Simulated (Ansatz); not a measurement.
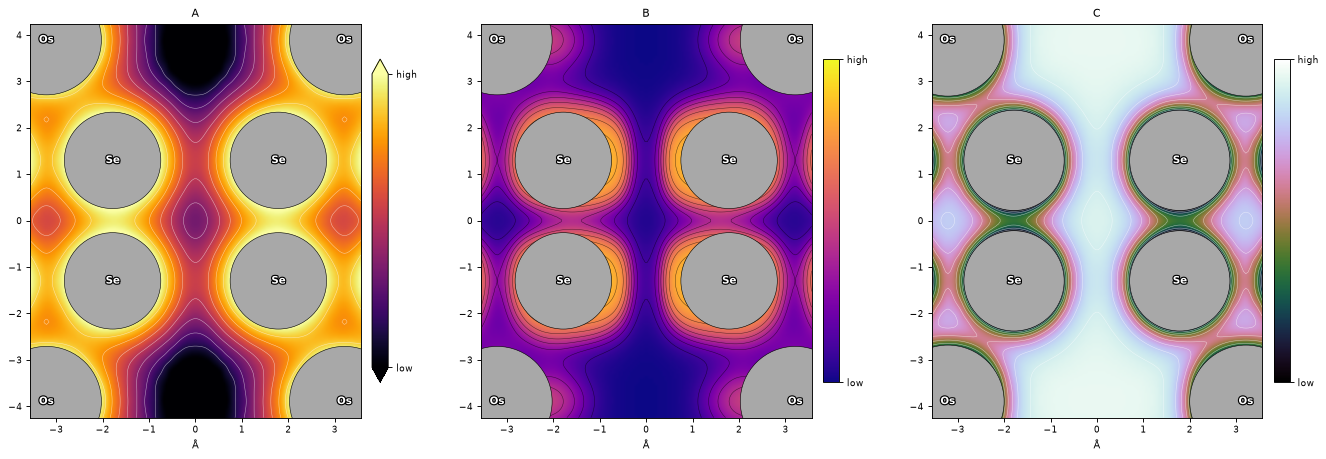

OsSe4: 3 fields on the (110) plane of the conventional cell, with unlabelled colour scales. Grey discs cover the atomic cores.

Space group P6/mmm; a structure generated by program, which may or may not match a known phase; computed without spin polarisation.

Theory: DFT PBE, scalar-relativistic, plane waves, PAW (Ansatz 0.2.0).

```xyz
5
Lattice="4.4964 0.0000 0.0000 -2.2482 3.8940 0.0000 0.0000 0.0000 6.4222" Properties=species:S:1:pos:R:3 pbc="T T T"
Os    0.0000    0.0000    0.0000
Se    0.0000    2.5960    4.9966
Se    0.0000    2.5960    1.4256
Se    2.2482    1.2980    1.4256
Se    2.2482    1.2980    4.9966
```

**Match the panels to the quantities (electron localisation function, electrostatic potential energy of an electron and valence pseudo-density).**

Panel A: valence pseudo-density. Panel B: electron localisation function. Panel C: electrostatic potential energy of an electron (low next to the atoms, rising into the space between them). From the grid: Se–Se (2.60 Å): ρ at the midpoint is about 0.4 e/Å³; the ELF is about 0.40 at the midpoint. Os–Se (2.96 Å): ρ is about 0.27 e/Å³ halfway; the ELF is about 0.35 at the midpoint and 0.20 at its lowest between the atoms.
